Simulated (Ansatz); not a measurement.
C₂H₁₀BN: several calculations on one system

**1. Relaxation**

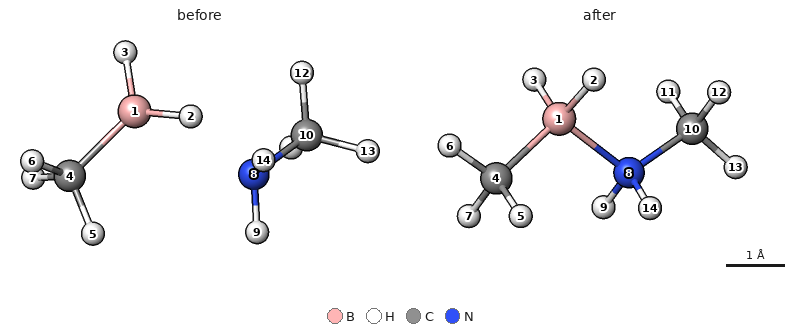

The structure of C2H10BN before (left) and after (right) a relaxation, at one scale.

The picture is a ball-and-stick view, seen at a tilt.

The run prepares an end point of a later path (reaction) calculation, from a guessed geometry.

These are results of RHF/def2-SVP in Ansatz 0.2.0, not measurements.

Input file:
```yaml
crystal:
  periodic: [false, false, false]
  atoms:
    - { symbol: B, position_ang: [-0.253458, 0.433064, -0.072582] }
    - { symbol: H, position_ang: [-0.549989, 0.610735, 1.073568] }
    - { symbol: H, position_ang: [0.893659, 0.589384, -0.388335] }
    - { symbol: C, position_ang: [-1.378545, 0.194546, -1.153846] }
    - { symbol: H, position_ang: [-2.242757, -0.343564, -0.759485] }
    - { symbol: H, position_ang: [-1.738275, 1.190046, -1.450172] }
    - { symbol: H, position_ang: [-1.021314, -0.301937, -2.056959] }
    - { symbol: "N", position_ang: [-0.025891, -1.936433, 1.290163] }
    - { symbol: H, position_ang: [-0.792855, -2.583213, 1.264395] }
    - { symbol: C, position_ang: [1.163188, -2.523181, 1.863484] }
    - { symbol: H, position_ang: [1.508562, -3.347102, 1.237806] }
    - { symbol: H, position_ang: [1.960206, -1.779641, 1.887277] }
    - { symbol: H, position_ang: [1.032644, -2.907476, 2.882217] }
    - { symbol: H, position_ang: [-0.333476, -1.102428, 1.802468] }
basis:
  gaussian: { orbitals: def2-SVP }
hamiltonian:
  xc: hf
relax:
  f_tol: 0.03
  max_steps: 50
```

Command:
```bash
ansatz run input.yaml --threads 2 --pin off --max-ram 3072MiB --backend cpu --events-out ev --progress --plain --runs-dir out
```

**What changed between the two?**

The energy falls by 0.889 eV in 15 accepted moves (16 points after the start). The largest force component goes from 1.2 to 0.0041 eV/Å. The line search rejected the trial step at point 15 of the run. The forces were under the threshold at step 13, but the run went on from there. The largest move after the best rigid fit is that of H11, 1.25 Å. By element the largest moves are H 1.25 Å, B 0.74 Å, C 0.51 Å, N 0.46 Å. Some distances before and after: B1–N8 2.743 → 1.675 Å, B1–C4 1.579 → 1.623 Å, B1–H2 1.197 → 1.225 Å, N8–C10 1.445 → 1.464 Å. New bonds form, among them: B1–N8 (2.74 → 1.68 Å). Among the angles between lasting bonds that change: H3–B1–C4 121.4° → 114.3°, H2–B1–C4 120.1° → 114.3°, H2–B1–H3 118.0° → 112.2°. The run took 20 s on 2 threads of Arm Neoverse V2, on a shared host, peak memory 0.19 GiB.

Limits of the set-up: Hartree-Fock leaves out electron correlation.

**2. Relaxation**

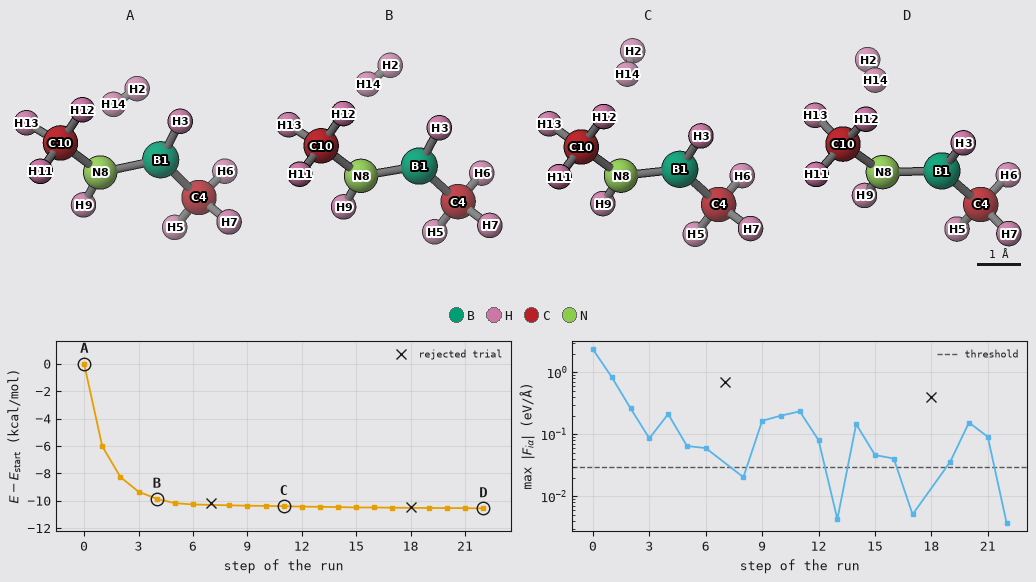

Frames of a relaxation of C2H10BN, marked on the history of the run. A ball-and-stick model, seen at a tilt.

The run prepares an end point of a later path (reaction) calculation, from a guessed geometry.

All numbers below come from RHF/def2-SVP in Ansatz 0.2.0. Settings: no spin polarisation; force threshold 0.03 eV/Å; at most 50 steps.

Q: Describe the path.

A: H2 moves most after the best rigid fit: 1.67 Å. Largest moves by element: H 1.67 Å, B 0.41 Å, C 0.29 Å, N 0.14 Å. Among the contacts that change: B1–N8 1.468 → 1.395 Å, H2–H14 0.709 → 0.747 Å, B1–C4 1.582 → 1.587 Å, B1–H3 1.203 → 1.208 Å. Over 20 accepted moves (22 points after the start) the energy falls by 10.5 kcal/mol. The largest force component goes from 2.3 to 0.0038 eV/Å. The line search rejected the trial steps at points 7, 18 of the run. The forces were under the threshold at step 8, but the run went on from there. From step 0 to 4: H2 moves most (0.78 Å), energy −9.85 kcal/mol. From step 4 to 11: H2 moves most (0.69 Å), energy −0.54 kcal/mol. From step 11 to 22: H2 moves most (0.50 Å), energy −0.16 kcal/mol.

Limits of the set-up: the start holds two separate molecules, 2.2 Å apart at their closest, whose relative position is a soft coordinate and is computed without a dispersion correction; Hartree-Fock leaves out electron correlation.

**3. Path**

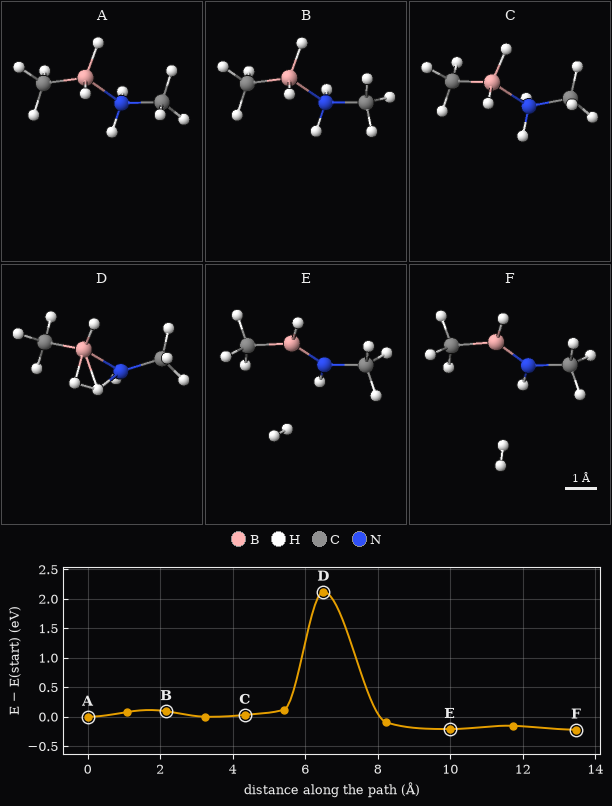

A search for the minimum-energy path of C2H10BN by the nudged elastic band. Images are numbered from 0 (start) to 10 (end). Frames A to F are images 0, 2, 4, 6, 8, 10. Style: ball-and-stick. Shown from a free direction.

Method: Ansatz, RHF/def2-SVP. Settings: 9 movable images; climbing image; force threshold 0.05 eV/Å; iteration limit 60; starting path through a guess of the saddle point.

> What happens along the path, and what is the barrier?

The path has more than one stage, and so few images may leave a stage unresolved. Breaking: B–H (1.23 → 4.34 Å), H–N (1.01 → 3.22 Å). Forming: H–H (2.55 → 0.75 Å). The highest point, image 6, lies 2.12 eV above the start and 2.34 eV above the end; the end is at −0.22 eV relative to the start. The band converged in 34 iterations. The largest component of the band force went from 15 to 0.033 eV/Å. The climbing image converged on the top of the path. Its vibrational analysis gives one imaginary mode (1809i cm⁻¹), as a transition state must have.

Limits of the set-up: Hartree-Fock leaves out electron correlation.
